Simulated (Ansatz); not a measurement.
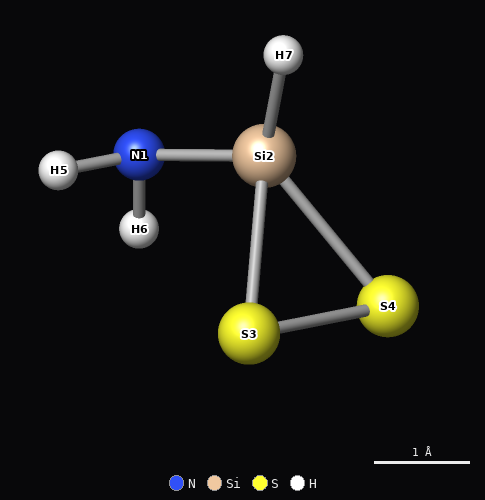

Starting structure of SiNH$_{3}$S$_{2}$. Style: ball-and-stick. Shown at a tilt.

The run prepares the start of a later molecular dynamics calculation, from a guessed geometry.

Method: RKS PBE0-D4/def2-SVP (Ansatz).

Input file:
```yaml
crystal:
  periodic: [false, false, false]
  atoms:
    - { symbol: "N", position_ang: [-0.7471, 0.8391, -0.463] }
    - { symbol: Si, position_ang: [0.5155, -0.1736, -0.4672] }
    - { symbol: S, position_ang: [0.5937, -0.8474, 1.5571] }
    - { symbol: S, position_ang: [0.0874, -2.122, 0.0969] }
    - { symbol: H, position_ang: [-0.6624, 1.5513, 0.2579] }
    - { symbol: H, position_ang: [-1.6173, 0.3643, -0.2018] }
    - { symbol: H, position_ang: [1.8914, 0.3204, -0.8257] }
basis:
  gaussian: { orbitals: def2-SVP }
hamiltonian:
  xc: pbe0
  dispersion: d4
relax:
  f_tol: 0.02
  max_steps: 40
scf:
  lower_state_search: "off"
```

Run as
```bash
ansatz run input.yaml --threads 1 --pin off --max-ram 2048MiB --backend cpu --events-out ev --progress --plain --runs-dir out
```

### Predict the outcome.

The atom that moves furthest after the best rigid fit is H5 (0.91 Å). Largest moves by element: H 0.91 Å, S 0.52 Å, Si 0.41 Å, N 0.18 Å. Among the contacts that change: S3–S4 2.003 → 2.209 Å, N1–Si2 1.619 → 1.697 Å, Si2–S4 2.073 → 2.107 Å, Si2–H7 1.505 → 1.480 Å. Among the angles between lasting bonds that change: N1–Si2–S3 102.9° → 122.7°, N1–Si2–H7 120.6° → 108.3°, H5–N1–H6 102.4° → 113.7°. Over 7 accepted moves (8 points after the start) the energy falls by 26.4 kcal/mol. Largest force component: 3.4 eV/Å at the start, 0.0097 eV/Å at the end. The line search rejected the trial step at point 7 of the run. The run took 9.3 s on 1 thread of AMD EPYC 9B45 (Zen 5), with other jobs on the host, peak memory 0.16 GiB.

Step by step:

```
step  E − E(0), kcal/mol  largest force component, eV/Å      note
   0                0.00                         3.4289          
   1              -18.99                         1.4328          
   2              -23.36                         0.7907          
   3              -24.86                         0.8637          
   4              -25.66                         0.3633          
   5              -26.09                         0.5353          
   6              -26.38                         0.0858          
   7              -26.37                         0.0807  rejected
   8              -26.39                         0.0097
```

The structure at the end:

```xyz
7

N    -0.8033    0.8448   -0.2895
Si    0.5180   -0.1950   -0.0606
S     0.8186   -1.2851    1.7279
S     0.2464   -2.2826   -0.1580
H    -0.6909    1.7936   -0.6231
H    -1.7330    0.6421    0.0578
H     1.7054    0.4143   -0.7003
```

After the run, drawn alike:

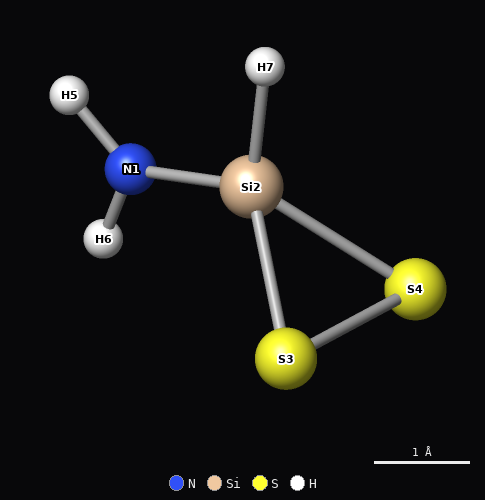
